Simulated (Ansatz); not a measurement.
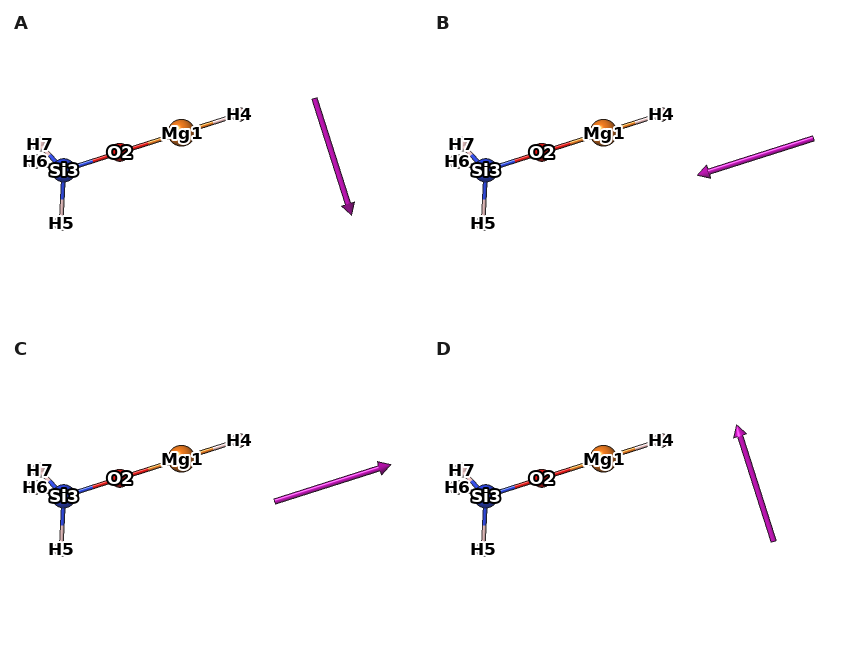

The same molecule four times, each with an arrow. Computed geometry: PBE-D4/def2-SVP optimisation. No frequency run is at hand to confirm it as a minimum. Level of theory: RKS PBE-D4/def2-SVP (Ansatz 0.2.0).

Which arrow points along the dipole moment, from the negative to the positive end?

Answer. C. The dipole moment is 1.35 D; it points from the side of H5, H6, H7 to the side of H4 (the outermost atoms at the two ends).
